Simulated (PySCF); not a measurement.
## Single-point calculation of GaN2

GaN2, multiplicity 4, computed with UHF-based CCSD(T), Ga def2-TZVP, N def2-TZVP; non-relativistic Hamiltonian; density fitting (PySCF 2.14.0).

The geometry comes from this level: PBE0.

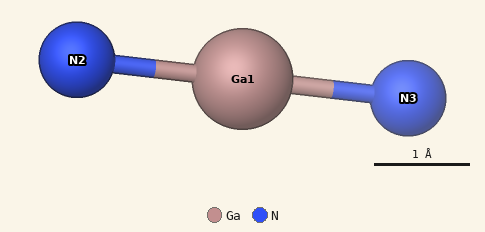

The structure as given in the input (ball-and-stick view, seen at a tilt; atoms are numbered from 1 in the order of the input). Sticks mark near contacts. Bond lengths as drawn: Ga–N 1.81 Å.

**Key numbers**

```json
{"quantity": "outcome", "value": "converged"}
{"quantity": "total energy", "value": "−2032.562606 hartree"}
{"quantity": "SCF energy", "value": "−2032.016790 hartree"}
{"quantity": "⟨S²⟩", "value": "4.317"}
{"quantity": "dipole moment", "value": "0.00 D"}
{"quantity": "hardware", "value": "2 threads of Intel Xeon @ 2.90GHz (Ice Lake), 192 GiB of memory available, shared host"}
{"quantity": "wall time", "value": "22 min (CPU time 27 min)"}
{"quantity": "peak memory", "value": "1 GiB"}
```

**Remarks**

⟨S²⟩ is 4.32 against 3.75 for a pure state: the solution is spin-contaminated.

**Input file**
```python
from pyscf import gto, scf, dft
mol = gto.M(atom='''
Ga     0.000000     0.000000    -0.000000
N      0.000000     0.000000     1.806589
N     -0.000000     0.000000    -1.806589''',
    basis={'Ga': 'def2-TZVP', 'N': 'def2-TZVP'},
    charge=0, spin=3)
mf = scf.UHF(mol)
aux = {'Ga': 'def2-universal-JKFIT', 'N': 'def2-universal-JKFIT'}
mf = mf.density_fit(auxbasis=aux)
mf.conv_tol = 1e-09
mf.diis_space = 10
mf.max_cycle = 60
mf.verbose = 4
mf.kernel()
```

The script is an equivalent of the set-up of the self-consistent field. The run itself was carried out by a driver, which started from the orbitals of the step before it where there was one and computed the further properties.

Command:
```bash
OMP_NUM_THREADS=2 python axn.py task.json out
```

**Output**
```
init E= -2031.96464787825
  alpha nocc = 24  HOMO = -0.456015660465475  LUMO = 0.101095396936827
  beta  nocc = 21  HOMO = -0.263826872968657  LUMO = -0.0125150114203023
  HOMO = -0.263826872969  LUMO = -0.0125150114203  gap/eV = 6.83854
cycle= 1 E= -2032.00061973041  delta_E= -0.036  |g|= 0.122  |ddm|= 0.244
  alpha nocc = 24  HOMO = -0.472508424111192  LUMO = 0.0969639165807905
  beta  nocc = 21  HOMO = -0.268649311118224  LUMO = -0.0183425762327344
  HOMO = -0.268649311118  LUMO = -0.0183425762327  gap/eV = 6.81119
cycle= 2 E= -2032.00917857611  delta_E= -0.00856  |g|= 0.0822  |ddm|= 0.137
  alpha nocc = 24  HOMO = -0.474817507750916  LUMO = 0.0989764654565235
  beta  nocc = 21  HOMO = -0.269738159529247  LUMO = -0.020381587065458
  HOMO = -0.269738159529  LUMO = -0.0203815870655  gap/eV = 6.78534
cycle= 3 E= -2032.01236192309  delta_E= -0.00318  |g|= 0.0326  |ddm|= 0.0534
  alpha nocc = 24  HOMO = -0.484840674971515  LUMO = 0.0992213150846908
  beta  nocc = 21  HOMO = -0.2737941227101  LUMO = -0.0221612931888728
  HOMO = -0.27379412271  LUMO = -0.0221612931889  gap/eV = 6.84728
cycle= 4 E= -2032.01594554692  delta_E= -0.00358  |g|= 0.0141  |ddm|= 0.0965
  alpha nocc = 24  HOMO = -0.491150334675261  LUMO = 0.098692394185818
  beta  nocc = 21  HOMO = -0.274058618343652  LUMO = -0.02361209680884
  HOMO = -0.274058618344  LUMO = -0.0236120968088  gap/eV = 6.81500
cycle= 5 E= -2032.01668736289  delta_E= -0.000742  |g|= 0.00521  |ddm|= 0.0563
  alpha nocc = 24  HOMO = -0.493540518480224  LUMO = 0.0986979247657729
  beta  nocc = 21  HOMO = -0.27443148800333  LUMO = -0.0237150717128785
  HOMO = -0.274431488003  LUMO = -0.0237150717129  gap/eV = 6.82234
cycle= 6 E= -2032.01677118026  delta_E= -8.38e-05  |g|= 0.00232  |ddm|= 0.0171
  alpha nocc = 24  HOMO = -0.494827349463428  LUMO = 0.0989100587644458
  beta  nocc = 21  HOMO = -0.275243720468481  LUMO = -0.0240459904003316
  HOMO = -0.275243720468  LUMO = -0.0240459904003  gap/eV = 6.83544
cycle= 7 E= -2032.01678839304  delta_E= -1.72e-05  |g|= 0.000712  |ddm|= 0.0091
  alpha nocc = 24  HOMO = -0.495425480844766  LUMO = 0.0988185735470068
  beta  nocc = 21  HOMO = -0.275256694466314  LUMO = -0.0241213057338925
  HOMO = -0.275256694466  LUMO = -0.0241213057339  gap/eV = 6.83374
cycle= 8 E= -2032.01678966143  delta_E= -1.27e-06  |g|= 0.000225  |ddm|= 0.00261
  alpha nocc = 24  HOMO = -0.495450642257656  LUMO = 0.0988696734198058
  beta  nocc = 21  HOMO = -0.275215142203123  LUMO = -0.024114804653891
  HOMO = -0.275215142203  LUMO = -0.0241148046539  gap/eV = 6.83279
cycle= 9 E= -2032.01678972268  delta_E= -6.13e-08  |g|= 6.17e-05  |ddm|= 0.000418
  alpha nocc = 24  HOMO = -0.495492533955075  LUMO = 0.0988589497507562
  beta  nocc = 21  HOMO = -0.275234928278557  LUMO = -0.0241261388391578
  HOMO = -0.275234928279  LUMO = -0.0241261388392  gap/eV = 6.83302
cycle= 10 E= -2032.01678972887  delta_E= -6.19e-09  |g|= 1.38e-05  |ddm|= 0.000144
  alpha nocc = 24  HOMO = -0.495490239507691  LUMO = 0.0988602123523989
  beta  nocc = 21  HOMO = -0.275228200115023  LUMO = -0.024125123527952
  HOMO = -0.275228200115  LUMO = -0.024125123528  gap/eV = 6.83286
```

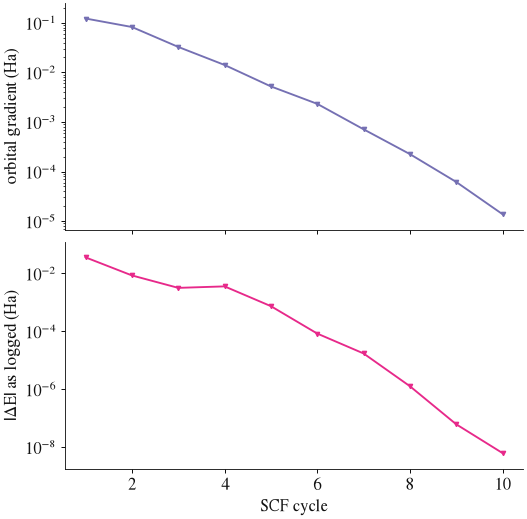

Convergence of the self-consistent field: orbital gradient and size of the energy change against the SCF cycle. The residual falls at every step.

```
Extra cycle  E= -2032.01678972907  delta_E= -2.08e-10  |g|= 7.05e-06  |ddm|= 1.68e-05
converged SCF energy = -2032.01678972907  <S^2> = 4.316571  2S+1 = 4.2739074
CCSD nocc = (np.int64(13), np.int64(10)), nmo = (99, 99)
Init t2, MP2 energy = -0.475261282563633
UCCSD converged
E(UCCSD) = -2032.534956035806  E_corr = -0.518166306731084
UCCSD(T) correction = -0.0276504473860181
```
